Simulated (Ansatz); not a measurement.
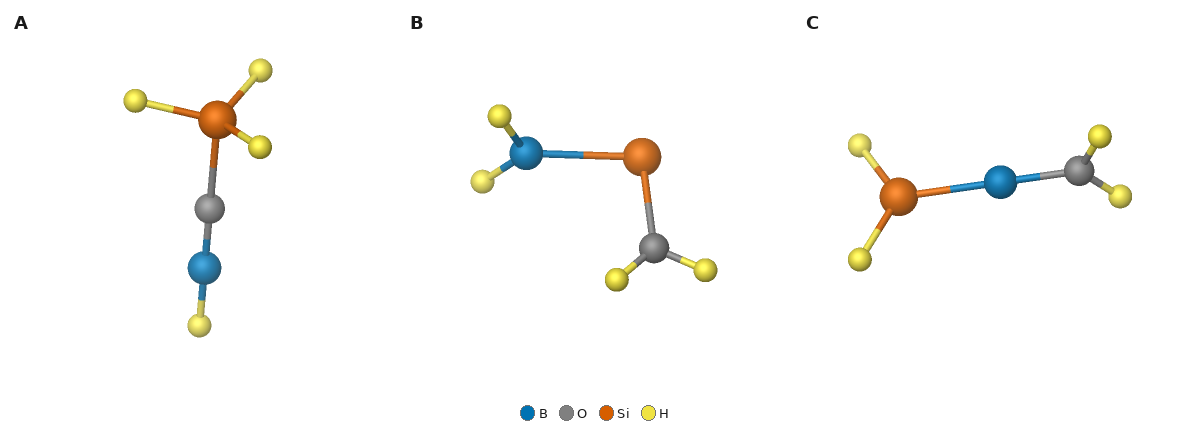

3 stationary structures of one formula. Charge +1, singlet. Geometries: PBE-D4/def2-SVP. Electronic energies: PBE-D4/def2-SVP (Ansatz 0.2.0), without zero-point energy. No frequency run is at hand to confirm each as a minimum. Each is one conformer, not always the lowest.

Question: Which structure is the most stable?

Answer: A is lowest (C3v); B lies 300.9 kJ/mol above it (Cs), C lies 370.9 kJ/mol above it (C2v).
